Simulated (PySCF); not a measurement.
HFMgO, SMILES [OH][Mg][F], B3LYP/def2-SVP optimised geometry. Atoms within 1.6 Å of the plane z = 0.6 Å (x, y, z in Å): Mg1 (0.47, 0.00, 0.00), F2 (2.23, 0.00, 0.00), O3 (-1.28, 0.00, -0.01), H4 (-2.23, 0.00, -0.02).

Calculation: B3LYP/def2-TZVP (PySCF 2.14.0).

Map of the electron localisation function on the plane z = 0.6 Å:

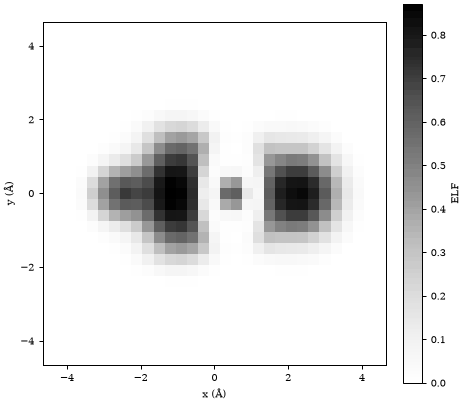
*Electron localisation function on the plane z = 0.6 Å.*
